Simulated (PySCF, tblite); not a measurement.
# C3H9ClSi2: dynamics, then NMR shifts on frames

Aim: move C3H9ClSi2 (`[SiH3]/C=C/[SiH2]CCl`) away from its starting geometry and see how NMR shifts follow the geometry.

The runs use tblite 0.8.0 and PySCF 2.14.0, with density-fitted response routines of our own; the level of theory stands in each step. All values are computed, except where a source is named. Atoms count from 0, in the outputs and in this text.

**1. The molecule as given**

15 atoms, charge 0, multiplicity 1; geometry from: GFN2-xTB.

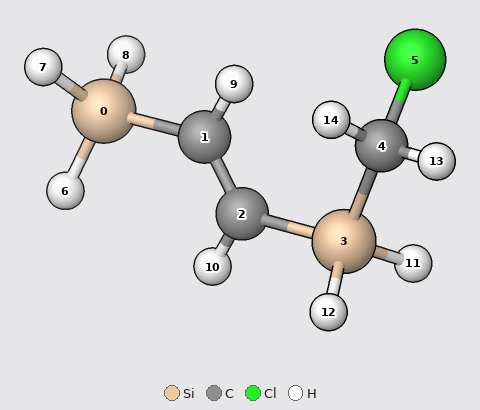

As it starts; silicon light orange, carbon grey, chlorine green, hydrogen white, atoms numbered.

**2. Thermal motion with GFN2-xTB**

What the job is given:

```
{"job": {"kind": "md", "xc": "GFN2-xTB", "basis": "xTB", "temperature": 200, "steps": 2000, "every": 50, "frames": 5}, "charge": 0, "multiplicity": 1}
Si     2.884721     0.301417    -0.428449
C      1.006154     0.225416    -0.313460
C      0.279488    -0.890983    -0.264719
Si    -1.591605    -1.005943    -0.110864
C     -2.380011     0.733746    -0.238957
Cl    -1.933902     1.716436     1.185451
H      3.413308    -1.040980    -0.676896
H      3.251880     1.195797    -1.529885
H      3.417473     0.828122     0.830402
H      0.487684     1.176157    -0.264020
H      0.804216    -1.840010    -0.307531
H     -1.978596    -1.581917     1.179622
H     -2.150884    -1.790518    -1.220453
H     -3.466478     0.694281    -0.253361
H     -2.047860     1.286965    -1.114446
```

With the program's defaults for keys left out, this is: GFN2-xTB Langevin dynamics, gas phase.

Launch:

```
$ OMP_NUM_THREADS=1 python probes_run.py task.json out
```

One launch serves the whole session: the jobs run in the order shown.

Log:

```text
t/fs     T/K      E/eV
    0.0   159.5   -516.10842
   25.0    92.6   -515.88440
   50.0   138.8   -515.92267
   75.0   136.3   -515.86887
  100.0   180.8   -515.88388
  125.0   166.3   -515.86650
  150.0   140.2   -515.74478
  175.0   128.7   -515.75379
  200.0   147.6   -515.82395
  225.0   215.1   -515.88533
  250.0   177.7   -515.79630
  275.0   208.2   -515.91935
  300.0   165.5   -515.82878
  325.0   177.8   -515.82305
  350.0   194.0   -515.79380
  375.0   195.0   -515.80899
  400.0   185.5   -515.79019
  425.0   169.1   -515.74644
  450.0   196.4   -515.75530
  475.0   212.8   -515.79970
  500.0   188.4   -515.82054
  525.0   150.0   -515.69053
  550.0   263.0   -515.87795
  575.0   226.9   -515.77978
  600.0   187.9   -515.76329
  625.0   232.8   -515.81581
  650.0   191.5   -515.75812
  675.0   220.5   -515.78625
  700.0   244.7   -515.70707
  725.0   204.9   -515.67150
  750.0   316.6   -515.85999
  775.0   258.2   -515.81797
  800.0   195.0   -515.69918
  825.0   236.0   -515.83162
  850.0   214.3   -515.87797
  875.0   181.1   -515.82476
  900.0   215.7   -515.89880
  925.0   151.9   -515.84339
  950.0   137.2   -515.75419
  975.0   165.6   -515.81497
 1000.0   194.9   -515.82485
```

Wall time 12 s (1 thread of Arm Neoverse V2, shared host); peak memory 0.18 GiB.

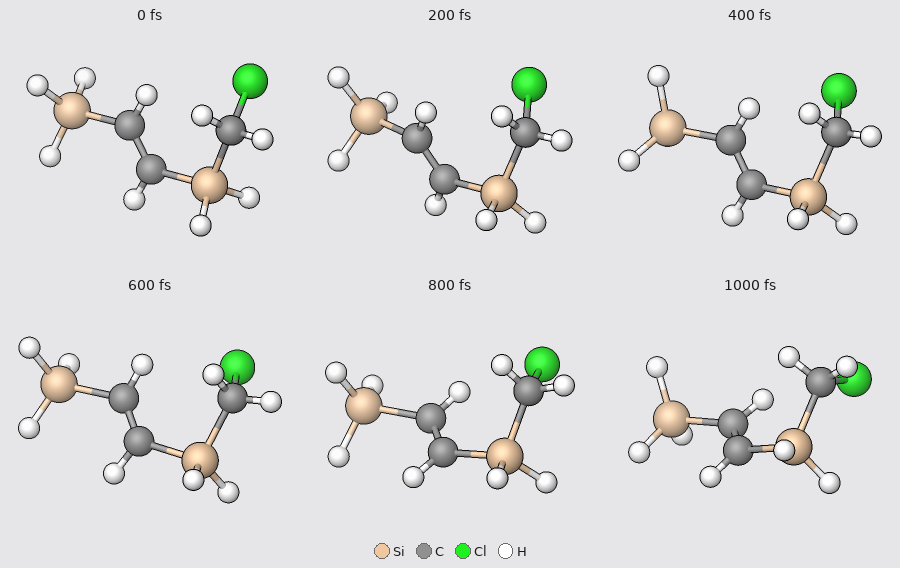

Frames of the run.

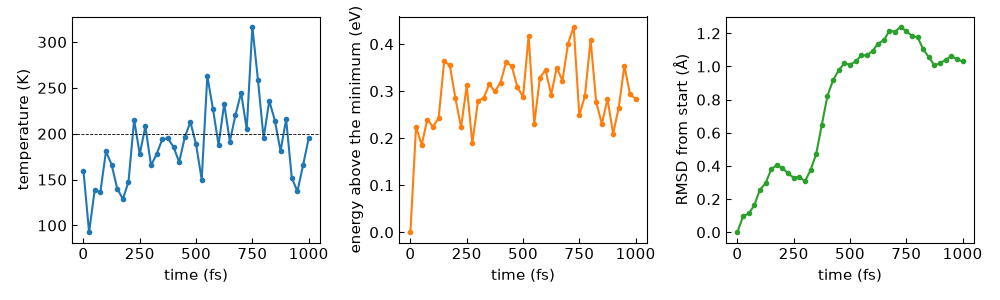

Temperature, potential energy and distance from the start.

Positions (Å) and forces (eV/Å) at 1000 fs:

```xyz
15

Si    2.870   -0.292   -0.182   -1.126    0.354    0.894
C     0.979   -0.118    0.077   -0.533   -0.300   -1.629
C     0.067   -0.473   -0.876    0.392    0.355    0.923
Si   -1.777   -0.018   -0.824    0.288    0.654   -0.104
C    -1.827    1.576    0.275    0.955    0.194   -0.223
Cl   -1.656    1.234    2.005    0.057   -0.359    0.412
H     3.352   -1.087    0.936    0.245   -0.021    0.135
H     3.029   -0.988   -1.411    0.264   -0.360   -0.792
H     3.390    1.080   -0.196    0.101   -0.113   -0.016
H     0.624    0.447    0.933    0.101   -0.120   -0.131
H     0.344   -1.079   -1.742    0.315    0.260    0.300
H    -2.531   -1.045   -0.178   -0.450   -0.548    0.342
H    -2.433    0.306   -2.131    0.384   -0.040    0.391
H    -2.714    2.192    0.259   -0.072    0.131   -0.530
H    -0.905    2.162    0.034   -0.921   -0.087    0.028
```

**3. Shielding tensors: 250 fs, PBE0/pcSseg-1**

What the job is given:

```
{"job": {"kind": "nmr", "xc": "PBE0", "basis": "pcSseg-1", "pop": false}, "charge": 0, "multiplicity": 1}
Si     2.544200     0.274800    -0.578900
C      0.692800     0.089600    -0.789100
C     -0.020100    -0.956300    -0.443500
Si    -1.913500    -0.943100    -0.270600
C     -2.400400     0.896800    -0.118400
Cl    -1.585400     1.654800     1.308400
H      3.375000    -0.896500    -0.851900
H      2.864900     1.242200    -1.613800
H      2.872700     0.645200     0.909900
H      0.251900     1.005900    -1.007300
H      0.484500    -1.908600    -0.244500
H     -2.383000    -1.588200     0.976500
H     -2.549500    -1.578000    -1.399900
H     -3.468700     1.042800     0.021000
H     -2.081900     1.539300    -0.937100
```

Method: GIAO PBE0/pcSseg-1 NMR shielding, non-relativistic, gas phase.

Log:

```text
coarse grid: 13712 points
cycle   1  E = -1158.2030657234  dE =  2.630e-01  |g| = 3.548e-01  |ddm| = 3.423e+00
cycle   2  E = -1158.1965953932  dE =  6.470e-03  |g| = 3.871e-01  |ddm| = 7.588e-01
cycle   3  E = -1158.2370580022  dE = -4.046e-02  |g| = 4.702e-02  |ddm| = 4.455e-01
cycle   4  E = -1158.2375325510  dE = -4.745e-04  |g| = 2.465e-02  |ddm| = 6.548e-02
cycle   5  E = -1158.2376646992  dE = -1.321e-04  |g| = 9.261e-03  |ddm| = 2.530e-02
cycle   6  E = -1158.2376867244  dE = -2.203e-05  |g| = 1.783e-03  |ddm| = 9.370e-03
cycle   7  E = -1158.2376874416  dE = -7.172e-07  |g| = 5.230e-04  |ddm| = 1.965e-03
final grid: 117576 points
cycle   8  E = -1158.2718519003  dE = -2.919e-05  |g| = 7.082e-03  |ddm| = 2.321e-02
cycle   9  E = -1158.2718450763  dE =  6.824e-06  |g| = 8.454e-03  |ddm| = 1.307e-02
cycle  10  E = -1158.2718638640  dE = -1.879e-05  |g| = 9.449e-04  |ddm| = 7.855e-03
cycle  11  E = -1158.2718640385  dE = -1.745e-07  |g| = 2.460e-04  |ddm| = 1.117e-03
cycle  12  E = -1158.2718640533  dE = -1.475e-08  |g| = 7.384e-05  |ddm| = 2.788e-04
cycle  13  E = -1158.2718640544  dE = -1.179e-09  |g| = 3.071e-05  |ddm| = 8.317e-05
cycle  14  E = -1158.2718640547  dE = -2.442e-10  |g| = 7.536e-06  |ddm| = 3.374e-05
converged SCF energy = -1158.2718640547

GIAO shielding tensors (ppm)
atom      isotropic    diamagn.    paramagn.     s11        s22        s33       span
  0 Si     426.402     879.270    -452.867    379.613    422.678    476.917     97.304
  1 C       35.887     260.026    -224.139    -87.247     12.164    182.743    269.989
  2 C       37.396     258.909    -221.513    -81.012     24.785    168.415    249.427
  3 Si     398.952     879.817    -480.865    364.441    391.640    440.775     76.334
  4 C      156.056     252.730     -96.674    125.634    142.607    199.928     74.294
  5 Cl     900.534    1148.611    -248.076    790.303    828.100   1083.200    292.896
  6 H       27.542      28.508      -0.965     24.605     25.936     32.086      7.481
  7 H       27.473      28.431      -0.958     24.044     26.123     32.251      8.207
  8 H       26.113      27.060      -0.946     23.004     25.155     30.180      7.176
  9 H       25.121      36.348     -11.228     18.953     25.116     31.293     12.340
 10 H       24.711      31.953      -7.242     22.581     23.629     27.924      5.343
 11 H       27.179      28.491      -1.312     23.852     25.540     32.145      8.292
 12 H       27.360      28.571      -1.211     24.147     24.903     33.031      8.884
 13 H       28.528      28.270       0.258     22.518     27.057     36.009     13.491
 14 H       28.164      31.275      -3.111     23.332     26.472     34.689     11.357
```

Run time: 21 s. Hardware: 1 thread of Arm Neoverse V2, shared host; peak memory 0.75 GiB.

The references, computed at this level on geometries of the same kind, shield at (ppm): 1H TMS 31.72, 13C TMS 186.9, 29Si TMS 349.2, 35Cl HCl 950. Their shielding less the atom's gives the shift. The references are single molecules in the gas phase. Each atom is listed at this fixed geometry, with no averaging over motion; a spectrum would average atoms that exchange fast.

| atoms | environment | σ (ppm) | δ (ppm) |
| --- | --- | --- | --- |
| C1 | alkene CH | 35.9 | 151.0 |
| C2 | alkene CH | 37.4 | 149.5 |
| C4 | sp3 CH2 bonded to Cl and Si | 156.1 | 30.9 |
| H10 | hydrogen on an alkene CH | 24.71 | 7.01 |
| H9 | hydrogen on an alkene CH | 25.12 | 6.60 |
| H8 | hydrogen on a silicon bonded to C | 26.11 | 5.60 |
| H11 | hydrogen on a silicon bonded to 2 C | 27.18 | 4.54 |
| H12 | hydrogen on a silicon bonded to 2 C | 27.36 | 4.36 |
| H7 | hydrogen on a silicon bonded to C | 27.47 | 4.24 |
| H6 | hydrogen on a silicon bonded to C | 27.54 | 4.17 |
| H14 | hydrogen on an sp3 CH2 bonded to Cl and Si | 28.16 | 3.55 |
| H13 | hydrogen on an sp3 CH2 bonded to Cl and Si | 28.53 | 3.19 |
| Si3 | silicon bonded to 2 C, 2 H | 399.0 | -49.8 |
| Si0 | silicon bonded to C, 3 H | 426.4 | -77.2 |
| Cl5 | chlorine bonded to C | 901 | 49 |

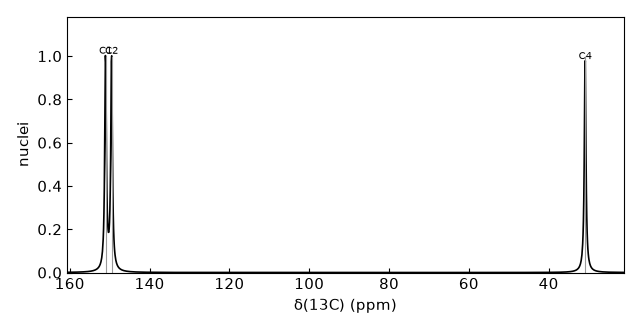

13C lines at the computed shifts, without couplings. Lines are broadened to a width of 0.48 ppm (Lorentzian).

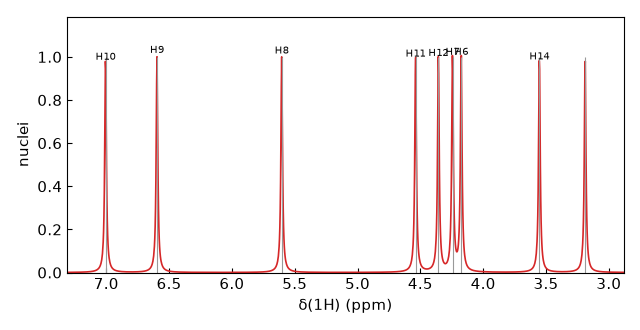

1H lines at the computed shifts, without couplings. Lines are broadened to a width of 0.02 ppm (Lorentzian).

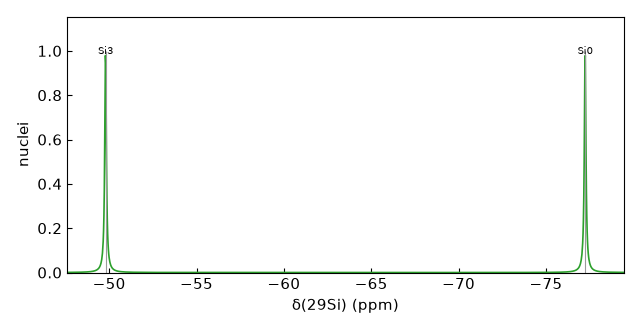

29Si lines at the computed shifts, without couplings. Lines are broadened to a width of 0.11 ppm (Lorentzian).

Orbitals, density, ELF and potential are computed afterwards from the orbital file.

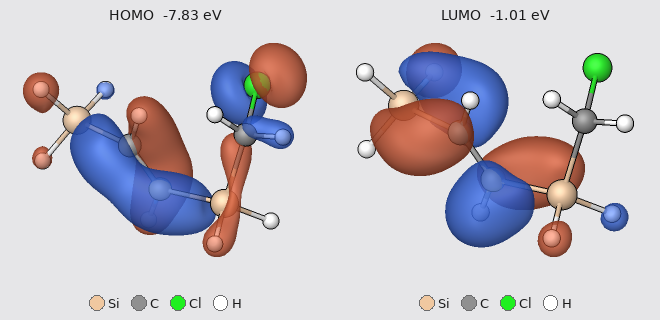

PBE0/pcSseg-1 orbitals near the gap, drawn at the value that encloses 70 % of each; the two colours are the two signs.

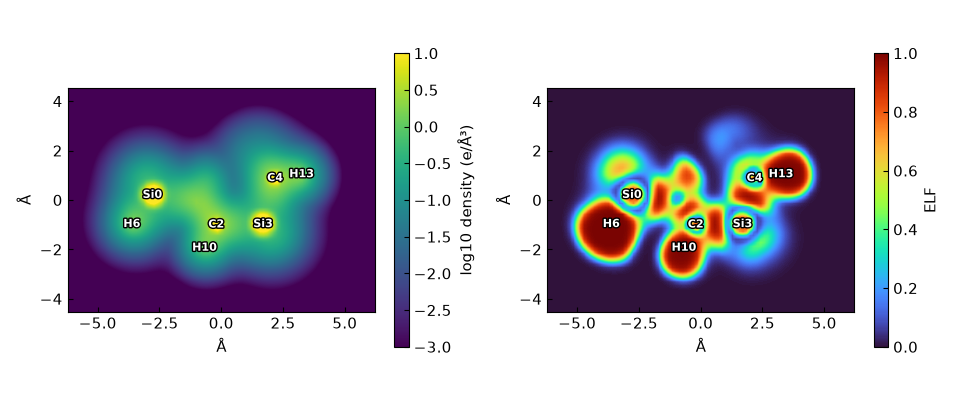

Density (left) and ELF (right) in a plane through or near 7 of the atoms.

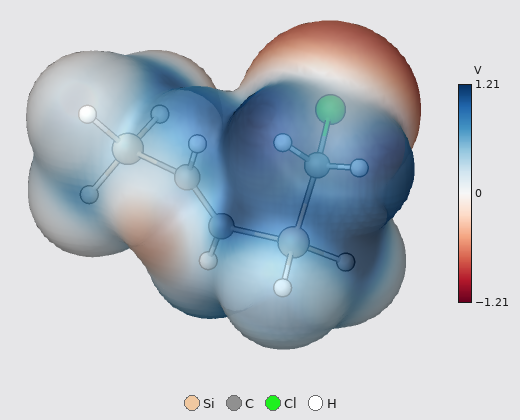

Electrostatic potential on the surface of density 0.002 e/bohr³; red is low, blue high. It runs, from the 1st to the 99th percentile, from -0.77 V near Cl5 to 1.21 V near H12.

**4. Nuclear shieldings: 425 fs, PBE0/pcSseg-1**

What the job is given:

```
{"job": {"kind": "nmr", "xc": "PBE0", "basis": "pcSseg-1", "pop": false}, "charge": 0, "multiplicity": 1}
Si     2.631100     0.164300    -0.783300
C      0.815300     0.081000    -0.456700
C      0.082800    -1.050700    -0.373400
Si    -1.771500    -0.973200    -0.318200
C     -2.327100     0.752500     0.260800
Cl    -1.382700     1.465200     1.665900
H      3.434700    -0.238200     0.432400
H      2.954000    -0.722600    -1.874600
H      3.030200     1.456400    -1.138700
H      0.361000     1.001000    -0.129900
H      0.623800    -2.003200    -0.447400
H     -2.357400    -2.041200     0.550000
H     -2.349000    -1.069900    -1.636900
H     -3.329900     0.657800     0.599900
H     -2.360300     1.486600    -0.535100
```

Level: GIAO PBE0/pcSseg-1 NMR shielding, non-relativistic, gas phase.

Log:

```text
coarse grid: 13712 points
cycle   1  E = -1158.2098173979  dE =  2.661e-01  |g| = 3.227e-01  |ddm| = 3.425e+00
cycle   2  E = -1158.2080309510  dE =  1.786e-03  |g| = 3.348e-01  |ddm| = 6.760e-01
cycle   3  E = -1158.2380224832  dE = -2.999e-02  |g| = 4.717e-02  |ddm| = 3.848e-01
cycle   4  E = -1158.2384895096  dE = -4.670e-04  |g| = 2.484e-02  |ddm| = 6.144e-02
cycle   5  E = -1158.2386238123  dE = -1.343e-04  |g| = 9.531e-03  |ddm| = 2.508e-02
cycle   6  E = -1158.2386474082  dE = -2.360e-05  |g| = 1.947e-03  |ddm| = 9.650e-03
cycle   7  E = -1158.2386482757  dE = -8.674e-07  |g| = 6.640e-04  |ddm| = 2.176e-03
final grid: 117576 points
cycle   8  E = -1158.2719168148  dE = -2.295e-05  |g| = 6.883e-03  |ddm| = 2.151e-02
cycle   9  E = -1158.2719102474  dE =  6.567e-06  |g| = 8.269e-03  |ddm| = 1.275e-02
cycle  10  E = -1158.2719282392  dE = -1.799e-05  |g| = 9.107e-04  |ddm| = 7.556e-03
cycle  11  E = -1158.2719283994  dE = -1.601e-07  |g| = 2.309e-04  |ddm| = 1.063e-03
cycle  12  E = -1158.2719284126  dE = -1.328e-08  |g| = 6.446e-05  |ddm| = 2.543e-04
cycle  13  E = -1158.2719284135  dE = -8.486e-10  |g| = 3.041e-05  |ddm| = 8.012e-05
converged SCF energy = -1158.2719284135

GIAO shielding tensors (ppm)
atom      isotropic    diamagn.    paramagn.     s11        s22        s33       span
  0 Si     435.375     880.186    -444.811    397.620    433.717    474.787     77.168
  1 C       22.856     259.726    -236.870   -106.413    -10.079    185.061    291.474
  2 C       27.605     258.349    -230.744   -100.814     13.923    169.706    270.521
  3 Si     401.951     879.971    -478.020    354.345    405.809    445.699     91.354
  4 C      153.569     250.709     -97.140    119.642    135.910    205.155     85.513
  5 Cl     900.329    1148.012    -247.683    782.266    840.341   1078.380    296.114
  6 H       26.898      27.686      -0.788     23.960     25.243     31.491      7.531
  7 H       27.989      28.796      -0.807     24.557     26.798     32.612      8.056
  8 H       28.531      29.536      -1.005     24.955     27.150     33.488      8.533
  9 H       23.799      34.372     -10.573     18.284     22.121     30.990     12.706
 10 H       24.285      31.273      -6.989     21.659     23.464     27.731      6.072
 11 H       26.826      28.071      -1.245     23.107     25.244     32.127      9.020
 12 H       27.626      28.864      -1.239     24.556     25.210     33.111      8.555
 13 H       28.967      28.643       0.324     23.301     27.653     35.947     12.645
 14 H       28.538      30.480      -1.941     23.255     26.891     35.468     12.213
```

Run time: 16 s. Hardware: 1 thread of Arm Neoverse V2, shared host; peak memory 0.77 GiB.

In short: δ C1 164.1, C2 159.3, C4 33.4, Si3 -52.8, H9 7.92, H10 7.43 ppm.

**5. Shielding tensors: 625 fs, PBE0/pcSseg-1**

What the job is given:

```
{"job": {"kind": "nmr", "xc": "PBE0", "basis": "pcSseg-1", "pop": false}, "charge": 0, "multiplicity": 1}
Si     2.561100     0.640900    -0.806900
C      0.726900     0.489100    -0.406600
C     -0.074600    -0.519600    -0.779000
Si    -1.903900    -0.615000    -0.304300
C     -2.517700     1.053500     0.368000
Cl    -1.502500     1.311700     1.805300
H      3.416300     1.072400     0.256000
H      2.917300    -0.653900    -1.489900
H      2.504800     1.710600    -1.871900
H      0.408200     1.273300     0.232300
H      0.416600    -1.343200    -1.342600
H     -2.111500    -1.574100     0.768800
H     -2.756000    -1.014500    -1.371200
H     -3.562800     1.043800     0.678500
H     -2.367900     1.900500    -0.254100
```

With the program's defaults for keys left out, this is: GIAO PBE0/pcSseg-1 NMR shielding, non-relativistic, gas phase.

Log:

```text
coarse grid: 13712 points
cycle   1  E = -1158.2078537041  dE =  2.934e-01  |g| = 3.318e-01  |ddm| = 3.439e+00
cycle   2  E = -1158.2035539764  dE =  4.300e-03  |g| = 3.547e-01  |ddm| = 7.063e-01
cycle   3  E = -1158.2374584200  dE = -3.390e-02  |g| = 5.159e-02  |ddm| = 4.084e-01
cycle   4  E = -1158.2380137088  dE = -5.553e-04  |g| = 2.736e-02  |ddm| = 6.818e-02
cycle   5  E = -1158.2381797605  dE = -1.661e-04  |g| = 9.833e-03  |ddm| = 2.763e-02
cycle   6  E = -1158.2382053025  dE = -2.554e-05  |g| = 1.568e-03  |ddm| = 1.010e-02
cycle   7  E = -1158.2382058678  dE = -5.653e-07  |g| = 4.218e-04  |ddm| = 1.949e-03
final grid: 117576 points
cycle   8  E = -1158.2719328098  dE = -2.274e-05  |g| = 6.475e-03  |ddm| = 2.005e-02
cycle   9  E = -1158.2719278523  dE =  4.957e-06  |g| = 7.506e-03  |ddm| = 1.188e-02
cycle  10  E = -1158.2719425858  dE = -1.473e-05  |g| = 8.361e-04  |ddm| = 7.013e-03
cycle  11  E = -1158.2719427211  dE = -1.352e-07  |g| = 1.786e-04  |ddm| = 9.588e-04
cycle  12  E = -1158.2719427286  dE = -7.511e-09  |g| = 5.703e-05  |ddm| = 2.119e-04
cycle  13  E = -1158.2719427293  dE = -7.233e-10  |g| = 2.334e-05  |ddm| = 6.562e-05
converged SCF energy = -1158.2719427293

GIAO shielding tensors (ppm)
atom      isotropic    diamagn.    paramagn.     s11        s22        s33       span
  0 Si     414.840     879.931    -465.092    358.247    420.450    465.821    107.574
  1 C       23.886     260.487    -236.601    -98.573    -13.091    183.323    281.896
  2 C       38.135     258.153    -220.018    -83.901     36.546    161.761    245.661
  3 Si     405.896     879.508    -473.612    373.680    398.202    445.807     72.126
  4 C      159.942     254.937     -94.996    138.880    147.439    193.506     54.626
  5 Cl     909.748    1149.136    -239.388    811.014    864.825   1053.405    242.392
  6 H       27.652      28.995      -1.344     24.459     26.116     32.379      7.920
  7 H       27.142      28.213      -1.071     24.242     26.219     30.967      6.725
  8 H       26.837      27.694      -0.856     23.948     25.351     31.213      7.264
  9 H       23.529      34.537     -11.007     17.304     21.418     31.865     14.560
 10 H       24.292      31.366      -7.074     22.345     23.231     27.298      4.953
 11 H       27.439      28.726      -1.287     24.037     25.952     32.329      8.292
 12 H       27.806      29.051      -1.245     24.114     25.443     33.860      9.746
 13 H       28.696      28.684       0.012     22.861     26.723     36.505     13.644
 14 H       29.116      31.938      -2.822     24.362     27.396     35.592     11.230
```

Run time: 16 s. Hardware: 1 thread of Arm Neoverse V2, shared host; peak memory 0.77 GiB.

In short: δ C1 163.0, C2 148.8, C4 27.0, Si3 -56.7, H9 8.19, H10 7.43 ppm.

(Part 1 of 2 ends here.)
